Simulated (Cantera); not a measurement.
A closed system holds: 1 mol SiCl4, a varied amount of H2, held at 1298 K and 66000 Pa.

Equilibrium computed with Cantera from the NASA thermochemical tables; the gas is ideal and each condensed phase is pure. Candidate condensed phases: Si; 19 gas species. The tables' values for SiCl3 are old estimates; treat these amounts as uncertain. Rates play no part.

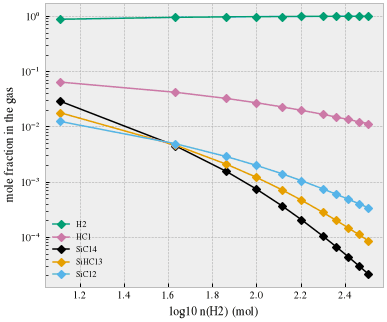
Fig. 1. Equilibrium gas composition (values under 1e-9 drawn at 1e-9)

From 13 mol H2 to 320 mol H2 the condensed part is Si(s). The main Si-bearing gas is SiCl4 at 13 mol H2 and SiCl2 at 320 mol H2. The share of Si in condensed phases is highest at 320 mol H2 (82.7 %) and lowest at 13 mol H2 (3.7 %).
